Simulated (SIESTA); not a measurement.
Band structure of NbRu3 (P6_3/mmc, 8 atoms in the cell).

```xyz
8
Lattice="5.5604 0.0000 0.0000 -2.7802 4.8155 0.0000 0.0000 0.0000 4.3811" Properties=species:S:1:pos:R:3 pbc="T T T"
Nb     0.0000     3.2103     3.2858
Nb     2.7802     1.6052     1.0953
Ru     0.0000     1.5865     1.0953
Ru     2.7802     3.2290     3.2858
Ru     4.1865     0.7932     3.2858
Ru    -1.4063     4.0223     1.0953
Ru     1.4063     4.0223     1.0953
Ru     1.3739     0.7932     3.2858
```

Level of theory: SIESTA with GGA PBEsol, numerical atomic orbitals DZP, PseudoDojo PBEsol standard norm-conserving potentials (rewritten from UPF to PSML).

Settings: XC.functional = GGA; XC.authors = PBEsol; potentials = PseudoDojo PBEsol standard; PAO.BasisSize = DZP; PAO.EnergyShift = 0.01 Ry; MeshCutoff = 300 Ry; kgrid.MonkhorstPack = 4 4 5; OccupationFunction = FD; ElectronicTemperature = 1160.45 K; MaxSCFIterations = 150; SCF.Mixer.Method = Pulay; SCF.Mixer.Weight = 0.2; SCF.Mixer.History = 6; SCF.DM.Tolerance = 1.0E-05.

The starting cell comes from a database of computed structures (which also holds hypothetical and non-ambient phases and stackings), without a prior relaxation at this level. Spin polarisation is off. Values carry the incompleteness of an atom-centred basis.

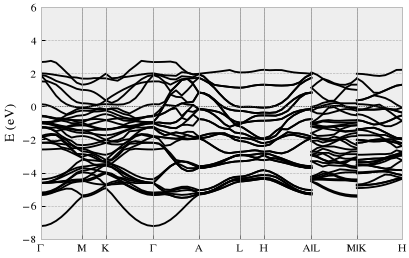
Fig. 1. Bands along the path, energies from the Fermi level.

Levels in eV from the Fermi level, bands 59 to 64:
| point | 59 | 60 | 61 | 62 | 63 | 64 |
|---|---|---|---|---|---|---|
| Γ | -0.59 | -0.59 | -0.55 | 0.14 | 1.52 | 1.90 |
| M | -0.83 | -0.54 | -0.25 | -0.10 | -0.07 | 0.19 |
| K | -0.47 | -0.25 | -0.18 | -0.18 | 0.14 | 0.37 |
| A | 0.84 | 0.84 | 0.84 | 0.84 | 1.74 | 1.74 |
| L | -0.98 | -0.98 | -0.27 | -0.27 | -0.03 | -0.03 |
| H | -0.54 | -0.54 | -0.37 | -0.37 | -0.08 | -0.08 |

Bands cross the Fermi level along this path, so the cell is metallic at this level.

Higher empty bands are left out: an atom-centred basis made for the valence describes them poorly.
